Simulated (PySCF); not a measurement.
Single-point calculation of C$_{3}$H$_{5}$

The run: single-point calculation of C$_{3}$H$_{5}$, multiplicity 2, SMILES C=[C]C. Method and program: MP2/aug-cc-pVTZ, UHF (PySCF 2.14.0).

The geometry: force field.

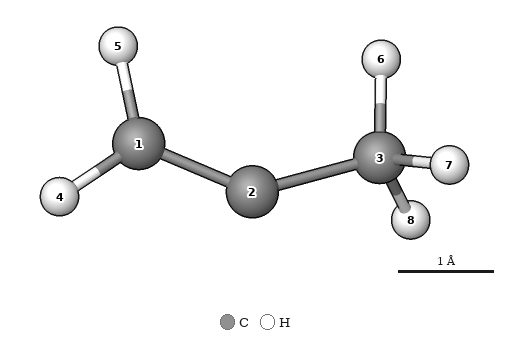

The structure (ball-and-stick view, seen at a tilt; atoms are numbered from 1 in the order of the input). Bond lengths as drawn: C–C 1.30 to 1.46 Å and C–H 1.09 to 1.10 Å.

Key numbers

- outcome: converged
- total energy: −116.998809 hartree
- SCF energy: −116.477397 hartree
- correlation energy: −0.521412 hartree
- basis functions: 253
- ⟨S²⟩: 0.906
- hardware: 4 threads of Arm Neoverse V1, 24 GiB of memory available, shared host
- wall time: 55 s (CPU time 3.6 min)
- peak memory: 6.7 GiB

Remarks

Further notes kept with the run: logged alpha LUMO and gap are faulty; spin contamination. ⟨S²⟩ is 0.91 against 0.75 for a pure state: the solution is spin-contaminated.

The input (job.py)
```python
from pyscf import gto, scf, mp

mol = gto.Mole()
mol.atom = '''
C      1.430310    -0.166764     0.276341
C      0.185100    -0.523512     0.120062
C     -1.127810     0.053784    -0.172781
H      2.218669    -0.877850     0.500380
H      1.737008     0.879210     0.186653
H     -1.054799     1.142825    -0.307140
H     -1.552610    -0.369627    -1.086152
H     -1.835372    -0.138036     0.637483
'''
mol.spin = 1
mol.max_memory = 7440
mol.basis = 'aug-cc-pvtz'
mol.verbose = 4
mol.build()

mf = scf.UHF(mol)
mf.conv_tol = 1e-09
mf.kernel()
if not mf.converged:
    mf = mf.newton().run(mf.mo_coeff, mf.mo_occ)

pt = mp.MP2(mf).run()
e_final = pt.e_tot
print(f'total energy: {e_final:.8f} hartree')
```

Run as:
```bash
OMP_NUM_THREADS=4 python job.py
```

What the program printed
```
PySCF version 2.14.0

[INPUT] num. atoms = 8
[INPUT] num. electrons = 23
[INPUT] charge = 0
[INPUT] spin (= nelec alpha-beta = 2S) = 1
[INPUT] symmetry False subgroup None
[INPUT] Mole.unit = angstrom
[INPUT] Symbol           X                Y                Z      unit          X                Y                Z       unit  Magmom
[INPUT]  1 C      1.430310000000  -0.166764000000   0.276341000000 AA    2.702894173227  -0.315138287437   0.522208806988 Bohr   0.0
[INPUT]  2 C      0.185100000000  -0.523512000000   0.120062000000 AA    0.349788305657  -0.989294302923   0.226884297968 Bohr   0.0
[INPUT]  3 C     -1.127810000000   0.053784000000  -0.172781000000 AA   -2.131252020546   0.101637029884  -0.326508769528 Bohr   0.0
[INPUT]  4 H      2.218669000000  -0.877850000000   0.500380000000 AA    4.192676771063  -1.658896078449   0.945581158210 Bohr   0.0
[INPUT]  5 H      1.737008000000   0.879210000000   0.186653000000 AA    3.282469396179   1.661466105979   0.352723050328 Bohr   0.0
[INPUT]  6 H     -1.054799000000   1.142825000000  -0.307140000000 AA   -1.993281226465   2.159626258306  -0.580410481899 Bohr   0.0
[INPUT]  7 H     -1.552610000000  -0.369627000000  -1.086152000000 AA   -2.934007678261  -0.698493798245  -2.052529809649 Bohr   0.0
[INPUT]  8 H     -1.835372000000  -0.138036000000   0.637483000000 AA   -3.468350416695  -0.260850235330   1.204668279066 Bohr   0.0

nuclear repulsion = 64.0105681970527
number of shells = 84
number of NR pGTOs = 299
number of NR cGTOs = 253
basis = aug-cc-pvtz
ecp = {}

******** <class 'pyscf.scf.uhf.UHF'> ********
method = UHF
initial guess = minao
damping factor = 0
level_shift factor = 0
DIIS = <class 'pyscf.scf.diis.CDIIS'>
diis_start_cycle = 1
diis_space = 8
diis_damp = 0
SCF conv_tol = 1e-09
SCF conv_tol_grad = None
SCF max_cycles = 50
direct_scf = True
direct_scf_tol = 1e-13
number electrons alpha = 12  beta = 11
Set gradient conv threshold to 3.16228e-05
init E= -116.799741530276
  alpha nocc = 12  HOMO = -0.106174622313336  LUMO = 0.0266869228456429
  beta  nocc = 11  HOMO = -0.260519160703925  LUMO = -0.106174622313336

WARN: HOMO -0.106174622313336 >= LUMO -0.106174622313336

cycle= 1 E= -116.418638603854  delta_E= 0.381  |g|= 0.23  |ddm|= 1.56
  alpha nocc = 12  HOMO = -0.351452766224757  LUMO = 0.0377191778352744
  beta  nocc = 11  HOMO = -0.379989191173344  LUMO = 0.0244186688825438
  HOMO = -0.351452766225  LUMO = 0.0244186688825  gap/eV = 10.22798
cycle= 2 E= -116.464659399318  delta_E= -0.046  |g|= 0.0875  |ddm|= 0.302
  alpha nocc = 12  HOMO = -0.345833909080138  LUMO = 0.037677683583663
  beta  nocc = 11  HOMO = -0.361750904359706  LUMO = 0.0288249501683223
  HOMO = -0.34583390908  LUMO = 0.0288249501683  gap/eV = 10.19499
cycle= 3 E= -116.472175630132  delta_E= -0.00752  |g|= 0.0416  |ddm|= 0.113
  alpha nocc = 12  HOMO = -0.365224471460783  LUMO = 0.0381245596329086
  beta  nocc = 11  HOMO = -0.363687018739618  LUMO = 0.0286929772333452
  HOMO = -0.36368701874  LUMO = 0.0286929772333  gap/eV = 10.67720
cycle= 4 E= -116.474158613671  delta_E= -0.00198  |g|= 0.0177  |ddm|= 0.0602
  alpha nocc = 12  HOMO = -0.368174075843715  LUMO = 0.0379882791790128
  beta  nocc = 11  HOMO = -0.365352372596004  LUMO = 0.0287821955881089
  HOMO = -0.365352372596  LUMO = 0.0287821955881  gap/eV = 10.72495
cycle= 5 E= -116.474834395799  delta_E= -0.000676  |g|= 0.0123  |ddm|= 0.0315
  alpha nocc = 12  HOMO = -0.369845827215894  LUMO = 0.0380316691930079
  beta  nocc = 11  HOMO = -0.364878852074281  LUMO = 0.0288498687016386
  HOMO = -0.364878852074  LUMO = 0.0288498687016  gap/eV = 10.71390
cycle= 6 E= -116.475311260852  delta_E= -0.000477  |g|= 0.0104  |ddm|= 0.0245
  alpha nocc = 12  HOMO = -0.370818873440939  LUMO = 0.0380271068487177
  beta  nocc = 11  HOMO = -0.366587376149436  LUMO = 0.0289007662907423
  HOMO = -0.366587376149  LUMO = 0.0289007662907  gap/eV = 10.76178
cycle= 7 E= -116.475942193587  delta_E= -0.000631  |g|= 0.00894  |ddm|= 0.0328
  alpha nocc = 12  HOMO = -0.371494873798193  LUMO = 0.0380099484120506
  beta  nocc = 11  HOMO = -0.373115215620079  LUMO = 0.0289774923017223
  HOMO = -0.371494873798  LUMO = 0.0289774923017  gap/eV = 10.89741
cycle= 8 E= -116.477058623531  delta_E= -0.00112  |g|= 0.0053  |ddm|= 0.0759
  alpha nocc = 12  HOMO = -0.371298222444954  LUMO = 0.0379802970882683
  beta  nocc = 11  HOMO = -0.378314704677123  LUMO = 0.0290702472296542
  HOMO = -0.371298222445  LUMO = 0.0290702472297  gap/eV = 10.89458
cycle= 9 E= -116.477392584629  delta_E= -0.000334  |g|= 0.00154  |ddm|= 0.0601
  alpha nocc = 12  HOMO = -0.371540732006063  LUMO = 0.0379826656168954
  beta  nocc = 11  HOMO = -0.377135157280016  LUMO = 0.0290721659595751
  HOMO = -0.371540732006  LUMO = 0.0290721659596  gap/eV = 10.90123
cycle= 10 E= -116.477391930545  delta_E= 6.54e-07  |g|= 0.000873  |ddm|= 0.00583
  alpha nocc = 12  HOMO = -0.371527817816737  LUMO = 0.0379759612287495
  beta  nocc = 11  HOMO = -0.378448877539945  LUMO = 0.0290839949411598
  HOMO = -0.371527817817  LUMO = 0.0290839949412  gap/eV = 10.90120
cycle= 11 E= -116.477396869696  delta_E= -4.94e-06  |g|= 0.000325  |ddm|= 0.00837
  alpha nocc = 12  HOMO = -0.371459165049805  LUMO = 0.0379768696927514
  beta  nocc = 11  HOMO = -0.378104210005532  LUMO = 0.0290836199035071
  HOMO = -0.37145916505  LUMO = 0.0290836199035  gap/eV = 10.89932
cycle= 12 E= -116.477397084287  delta_E= -2.15e-07  |g|= 0.000144  |ddm|= 0.00194
  alpha nocc = 12  HOMO = -0.371491988987119  LUMO = 0.0379764336866911
  beta  nocc = 11  HOMO = -0.378366289215613  LUMO = 0.0290843937592947
  HOMO = -0.371491988987  LUMO = 0.0290843937593  gap/eV = 10.90024
cycle= 13 E= -116.477397161318  delta_E= -7.7e-08  |g|= 5.37e-05  |ddm|= 0.00133
  alpha nocc = 12  HOMO = -0.371476865911532  LUMO = 0.0379765263222356
  beta  nocc = 11  HOMO = -0.378273304445059  LUMO = 0.0290844437864912
  HOMO = -0.371476865912  LUMO = 0.0290844437865  gap/eV = 10.89983
cycle= 14 E= -116.477397175656  delta_E= -1.43e-08  |g|= 1.7e-05  |ddm|= 0.000428
  alpha nocc = 12  HOMO = -0.371482646389141  LUMO = 0.037976584021543
  beta  nocc = 11  HOMO = -0.378287860788792  LUMO = 0.0290843153977164
  HOMO = -0.371482646389  LUMO = 0.0290843153977  gap/eV = 10.89998
cycle= 15 E= -116.477397176482  delta_E= -8.25e-10  |g|= 5.87e-06  |ddm|= 8.65e-05
  alpha nocc = 12  HOMO = -0.371483302146439  LUMO = 0.0379766124254607
  beta  nocc = 11  HOMO = -0.378287676156788  LUMO = 0.0290843519877524
  HOMO = -0.371483302146  LUMO = 0.0290843519878  gap/eV = 10.90000
```

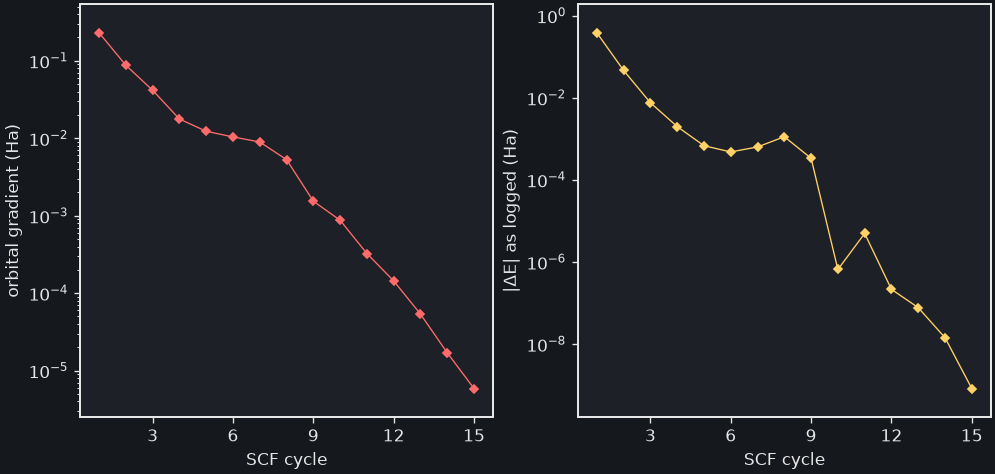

Convergence of the self-consistent field: orbital gradient and size of the energy change against the SCF cycle. The residual falls at every step.

```
Extra cycle  E= -116.47739717652  delta_E= -3.89e-11  |g|= 3.31e-06  |ddm|= 1.13e-05
converged SCF energy = -116.47739717652  <S^2> = 0.90579066  2S+1 = 2.1501541

******** <class 'pyscf.mp.ump2.UMP2'> ********
nocc = (np.int64(12), np.int64(11)), nmo = (253, 253)
E(UMP2) = -116.998809448786  E_corr = -0.52141227226515
E(SCS-UMP2) = -117.005205169785  E_corr = -0.52780799326416
E_corr(same-spin) = -0.112946230908485
E_corr(oppo-spin) = -0.408466041356665
total energy: -116.99880945 hartree
```
